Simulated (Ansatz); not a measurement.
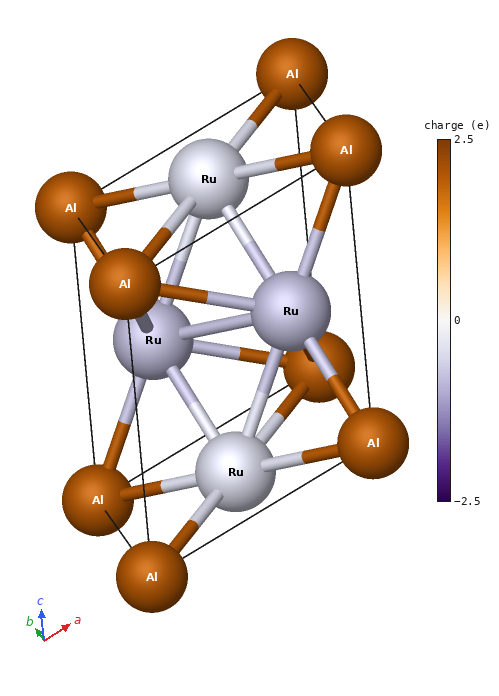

This ball-and-stick model is shown slightly off an axis. One simulation cell is framed, with atoms on its boundary repeated. The atoms of this AlRu₃ cell are coloured by their Bader charge.

Run with Ansatz 0.2.0, DFT, PAW plane waves, PBE and these settings: a plane-wave cutoff of 420 eV, k-point mesh 10×10×10, Fermi-Dirac smearing of 0.015 eV, no spin polarisation. The pressure of the cell is 25 GPa.

**What do the colours say about charge transfer?**

Most positive: Al; most negative: Ru. Charges: about Al +2.0 e; Ru -0.8 to -0.4 e.

Shown is a generated cell, made by putting these elements into a known structure type (the compound may or may not exist in this form), as it stood before any relaxation. A calculation with Ansatz used it as input.

At this level of theory the cell isn't at rest (compressed, at 25 GPa), so its distances can differ from those at equilibrium, the more so the softer the solid.
